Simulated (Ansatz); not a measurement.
## SnSe₂: structures and their energies

8 relaxations of SnSe2 ended in 5 distinct structures. Method: r2SCAN (plane waves to 500 eV, PAW, scalar-relativistic; Ansatz, an electronic-structure program).

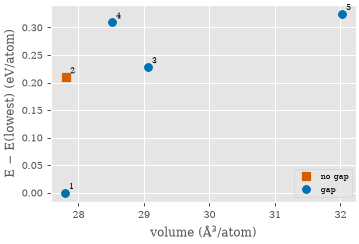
*Energy against volume of the distinct structures, numbered as in the table*

```tsv
#	space group	Pearson	type	E − E(lowest) (eV/atom)	V (Å³/atom)	gap (eV, no SOC)	coordination	runs ending here
1	P-3m1	hP3	CdI2 type	0.000	27.80	1.03	Sn 6 (octahedral), Se 3 (trigonal pyramidal)	4
2	P4₂/mnm	tP6	rutile type	0.21	27.82	0.00	Sn 6 (octahedral), Se 3	1
3	I4₁/amd	tI12	anatase type	0.228	29.07	0.50	Sn 2 (linear)+4, Se 1+2	1
4	P3₂	hP9	–	0.310	28.52	0.28	–	1
5	P1	aP3	–	0.325	32.03	0.72	–	1
```

Coordination numbers (neighbours up to the widest gap in distance over summed covalent radii, below 1.35; n+m marks a second, longer set; metal–metal contacts left out). P-3m1, hP3, CdI2 type is the lowest of the structures calculated here.

Space group P-3m1 (No. 164); a = b = 3.841 Å, c = 6.528 Å, α = β = 90.00°, γ = 120.00°

| atom | site | symmetry | x | y | z |
|---|---|---|---|---|---|
| Sn | 1a | -3m. | 0.0000 | 0.0000 | 0.0000 |
| Se | 2d | 3m. | 0.3333 | 0.6667 | 0.2411 |

Each run could gain symmetry but not lose that of its start, so entries can be saddle points. From databases, or of a type measured for this composition: P-3m1, hP3, CdI2 type; the others are generated cells (placed on structure types, drawn at random, substituted or restacked) that were not matched to a known phase here. Energies are at zero temperature and pressure, without zero-point motion. The runs use different k-meshes, so differences are rounded accordingly. No spin polarisation in the result. No dispersion correction is included, so spacings between layers, chains or molecules are soft and tend to come out too large. Gaps of cells over 8 atoms come from the SCF mesh and high-symmetry points alone.
